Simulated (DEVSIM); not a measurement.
System: Schottky contact on n-type GaN, at 250 K.

| layer (left to right) | material | thickness (μm) | Nd (cm⁻³) | τn (s) | τp (s) |
|---|---|---|---|---|---|
| 1 | GaN | 3.10 | 3.6e16 | 3.7e-8 | 3.7e-8 |

Left contact: Schottky, work function 5.44 eV, emission velocity 1.7e6 cm/s. Right contact: ohmic. Voltage is applied to the left contact. Recombination: SRH at mid-gap, Auger. Mobility is μmin + (μ − μmin)/(1 + (N/Nref)^α).

This is a model device: material constants are rounded textbook-type values typed into the input, and sizes, dopings and lifetimes were drawn at random. Values at 300 K; Nc and Nv go as T^1.5, mobilities as T to minus their exponent, the gap by Varshni's rule with the affinity fixed.

| parameter | GaN |
|---|---|
| gap (eV) | 3.43 |
| affinity (eV) | 4.1 |
| permittivity | 9.5 |
| Nc (cm⁻³) | 2.3e18 |
| Nv (cm⁻³) | 4.6e19 |
| μn (cm²/Vs) | 1200 |
| μp (cm²/Vs) | 100 |
| μn,min | 55 |
| μp,min | 3 |
| Nref,n | 2e17 |
| Nref,p | 3e17 |
| αn | 1 |
| αp | 2 |
| T exponent of μn | 1.5 |
| T exponent of μp | 2 |
| Cn (cm⁶/s) | 1e-30 |
| Cp (cm⁶/s) | 1e-30 |
| Varshni α (eV/K) | 0.00091 |
| Varshni β (K) | 830 |

Simulated with DEVSIM: 1D drift-diffusion, Boltzmann statistics, complete ionisation; no tunnelling, impact ionisation, image-force lowering or self-heating. Metal contacts follow the ideal Schottky-Mott rule: no Fermi-level pinning, no interface dipoles.

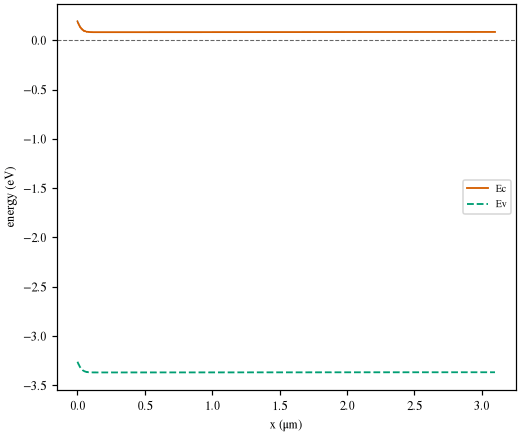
Figure: Band edges at 1.15 V on the left contact

Energies count from the Fermi level of the right contact; mesh points crowd at the junctions.

| x (μm) | Ec (eV) | Ev (eV) | n (cm⁻³) | p (cm⁻³) | field (V/cm) |
|---|---|---|---|---|---|
| 0.000 | 0.190 | -3.260 | 2.2e14 | < 1e2 | -34000 |
| 0.01063 | 0.157 | -3.293 | 1.1e15 | < 1e2 | -27000 |
| 0.02588 | 0.123 | -3.327 | 5.2e15 | < 1e2 | -18000 |
| 0.04778 | 0.096 | -3.354 | 1.8e16 | < 1e2 | -7500 |
| 0.09249 | 0.083 | -3.367 | 3.4e16 | < 1e2 | -730 |
| 0.1434 | 0.081 | -3.368 | 3.6e16 | < 1e2 | -36 |
| 0.2165 | 0.081 | -3.368 | 3.6e16 | < 1e2 | ≈ 0 |
| 0.3657 | 0.082 | -3.368 | 3.6e16 | < 1e2 | ≈ 0 |
| 0.5357 | 0.082 | -3.368 | 3.6e16 | < 1e2 | ≈ 0 |
| 0.7797 | 0.082 | -3.368 | 3.6e16 | < 1e2 | ≈ 0 |
| 1.130 | 0.082 | -3.368 | 3.6e16 | < 1e2 | ≈ 0 |
| 1.837 | 0.083 | -3.367 | 3.6e16 | < 1e2 | ≈ 0 |
| 2.227 | 0.083 | -3.367 | 3.6e16 | < 1e2 | ≈ 0 |
| 2.499 | 0.083 | -3.367 | 3.6e16 | < 1e2 | ≈ 0 |
| 2.739 | 0.083 | -3.366 | 3.6e16 | < 1e2 | ≈ 0 |
| 2.856 | 0.083 | -3.366 | 3.6e16 | < 1e2 | ≈ 0 |
| 2.937 | 0.084 | -3.366 | 3.6e16 | < 1e2 | ≈ 0 |
| 2.994 | 0.084 | -3.366 | 3.6e16 | < 1e2 | ≈ 0 |
| 3.044 | 0.084 | -3.366 | 3.6e16 | < 1e2 | ≈ 0 |
| 3.068 | 0.084 | -3.366 | 3.6e16 | < 1e2 | ≈ 0 |
| 3.085 | 0.084 | -3.366 | 3.6e16 | < 1e2 | ≈ 0 |
| 3.100 | 0.084 | -3.366 | 3.6e16 | < 1e2 | ≈ 0 |
